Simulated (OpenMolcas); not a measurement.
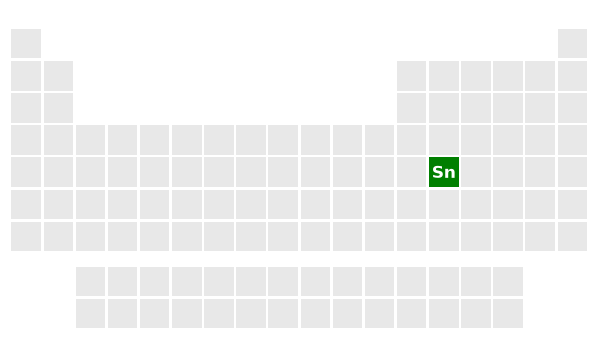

Figure 1. The place of tin in the periodic table.

## Multiconfigurational calculation, with input and output: Sn⁺

System: Sn⁺.
Method: state-averaged MS-RASPT2, IPEA shift 0.25, imaginary shift 0.1 hartree, semicore shells correlated, active space 3 electrons in the shells 5s 5p 5d; RAS3 5d with at most 2 electrons, basis ANO-R3, X2C scalar Hamiltonian, spin-orbit coupling by RASSI with atomic mean-field integrals (OpenMolcas).

## The input
```
&GATEWAY
Coord
1

Sn 0.0 0.0 0.0
Basis=ANO-R3
Group=XYZ
NoMove
AngMom=0.0 0.0 0.0
AMFI
&SEWARD
&RASSCF
FileOrb=start.orb
Symmetry=2
Spin=4
nActEl=3 0 0
Inactive=14 9
Ras2=1 3
CIRoot=1 1 1
SDav=1
CIMx=300
Iter=120 100
PrWF=0.3
OrbListing=Nothing
MaxOrb=0
Atom
>>> COPY $Project.JobIph JOBPRE
&RASSCF
FileOrb=start.orb
Symmetry=2
Spin=4
nActEl=3 0 2
Inactive=14 9
Ras2=1 3
Ras3=5 0
CIRoot=1 1 1
SDav=46
CIMx=300
Iter=120 100
PrWF=0.3
OrbListing=Nothing
MaxOrb=0
Thrs=2.0e-7 1.0e-1 5.0e-4
Atom
>>> COPY $Project.JobIph JOB001
&RASSCF
FileOrb=start.orb
Symmetry=2
Spin=2
nActEl=3 0 2
Inactive=14 9
Ras2=1 3
Ras3=5 0
CIRoot=3 3 1
SDav=116
CIMx=300
Iter=120 100
PrWF=0.3
OrbListing=Nothing
MaxOrb=0
Thrs=2.0e-7 1.0e-1 5.0e-4
Atom
>>> COPY $Project.JobIph JOB002
&RASSCF
FileOrb=start.orb
Symmetry=1
Spin=4
nActEl=3 0 2
Inactive=14 9
Ras2=1 3
Ras3=5 0
CIRoot=3 3 1
SDav=28
CIMx=300
Iter=120 100
PrWF=0.3
OrbListing=Nothing
MaxOrb=0
Thrs=2.0e-7 1.0e-1 5.0e-4
Atom
>>> COPY $Project.JobIph JOB003
&RASSCF
FileOrb=start.orb
Symmetry=1
Spin=2
nActEl=3 0 2
Inactive=14 9
Ras2=1 3
Ras3=5 0
CIRoot=6 6 1
SDav=84
CIMx=300
Iter=120 100
PrWF=0.3
OrbListing=Nothing
MaxOrb=0
Thrs=2.0e-7 1.0e-1 5.0e-4
Atom
>>> COPY $Project.JobIph JOB004
&RASSI
NrOfJobIphs=3 3 3 6
1 2 3
1 2 3
1 2 3 4 5 6
IphNames
JOB002
JOB003
JOB004
EJob
SpinOrbit
DIPRint=1.0
SOCoupling=1000.0
Subsets=2
MEES
Property=10
'ANGMOM' 1 'ANGMOM' 2 'ANGMOM' 3 'MLTPL  1' 1 'MLTPL  1' 2 'MLTPL  1' 3
'AMFI' 1 'AMFI' 2 'AMFI' 3 'MLTPL  2' 6
SOProperty=3
'ANGMOM' 1 'ANGMOM' 2 'ANGMOM' 3
>>> COPY JOB002 $Project.JobIph
&CASPT2
Multistate=3 1 2 3
Frozen=9 9
IPEA=0.25
Imaginary=0.1
MaxIter=60
WThr=0.0 0.3 0.05
PrWF=0.5
NoMix
Shift=0.2
Sig2=0.3
```

The file start.orb holds starting orbitals from an earlier step.

Command:
```bash
OMP_NUM_THREADS=1 MOLCAS_MEM=2252 MOLCAS_PROJECT=a pymolcas a.inp > a.log  # once for each step of the input, in one work folder
```

## Output (extracts)
```
|
   --------------------------------------------------------------------------------------
++ ---------   Input file   ---------
>>> COPY JOB002 $Project.JobIph
&CASPT2
Multistate=3 1 2 3
Frozen=9 9
IPEA=0.25
Imaginary=0.1
MaxIter=60
WThr=0.0 0.3 0.05
PrWF=0.5
NoMix
Shift=0.2
Sig2=0.3
-- ----------------------------------
>>> COPY JOB002 a.JobIph
*** symbolic link created: INPORB -> a.RasOrb
--- Start Module: caspt2 at  ---
()()()()()()()()()()()()()()()()()()()()()()()()()()()()()()()()()()()()()()()()()()()()()()()()()()
                                              &CASPT2
                                   only a single process is used
                       available to each process: 2.3 GB of memory, 1 thread
()()()()()()()()()()()()()()()()()()()()()()()()()()()()()()()()()()()()()()()()()()()()()()()()()()
 ###    ERROR: More than one intruder-state removal technique                ###
 ###    active: SHIFt/IMAGinary/SIG1/SIG2 are mutually exclusive!            ###
--- Stop Module: caspt2 at  /rc=_RC_INPUT_ERROR_ ---
.####################.
.# User input error #.
.####################.
```

## Outcome

| quantity | value |
| --- | --- |
| outcome | refused by the program |
| hardware | 1 CPU thread, shared host |

## What went wrong

This input holds a deliberate fault: two shifts. The program refused the input; the driver noted: CASPT2 spin 2: _RC_INPUT_ERROR_.
